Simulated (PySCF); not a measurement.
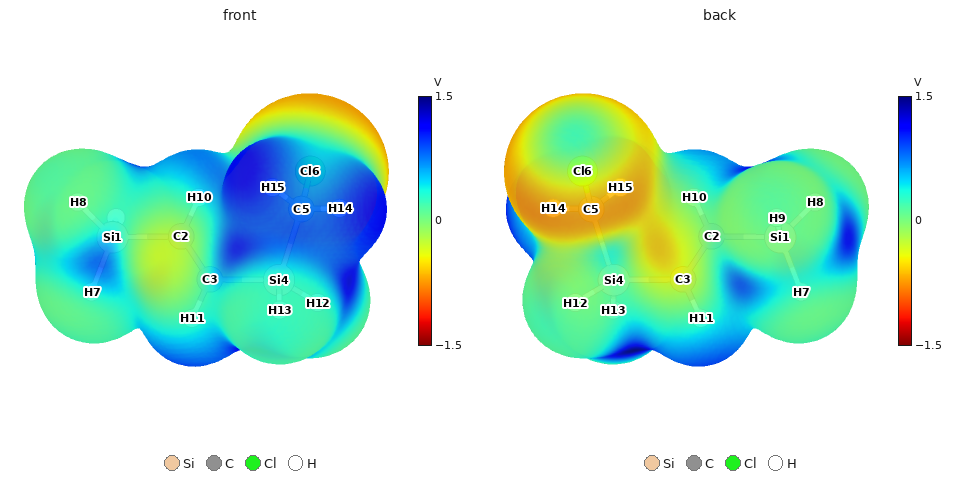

*C3H9ClSi2. The electrostatic potential painted on the density surface at 0.002 e/bohr³, seen from the front and from behind; red is negative and blue positive.*

Geometry: GFN2-xTB.

All numbers below come from PySCF 2.14.0, PBE0/def2-SVPD, SCF density, gas phase.

```
atom    x (Å)    y (Å)    z (Å)
  Si   2.8847   0.3014  -0.4284
   C   1.0062   0.2254  -0.3135
   C   0.2795  -0.8910  -0.2647
  Si  -1.5916  -1.0059  -0.1109
   C  -2.3800   0.7337  -0.2390
  Cl  -1.9339   1.7164   1.1855
   H   3.4133  -1.0410  -0.6769
   H   3.2519   1.1958  -1.5299
   H   3.4175   0.8281   0.8304
   H   0.4877   1.1762  -0.2640
   H   0.8042  -1.8400  -0.3075
   H  -1.9786  -1.5819   1.1796
   H  -2.1509  -1.7905  -1.2205
   H  -3.4665   0.6943  -0.2534
   H  -2.0479   1.2870  -1.1144
```

Where is the surface potential most negative and most positive?

The most negative region (about −0.7 V) lies over Cl6, the most positive (about +1.3 V) over Si4. Cl6 shows a σ-hole: about +0.2 V at the tip opposite its bond, against about −0.5 V on its flanks.

What dipole moment does the calculation give?

Its dipole moment is 1.63 D.
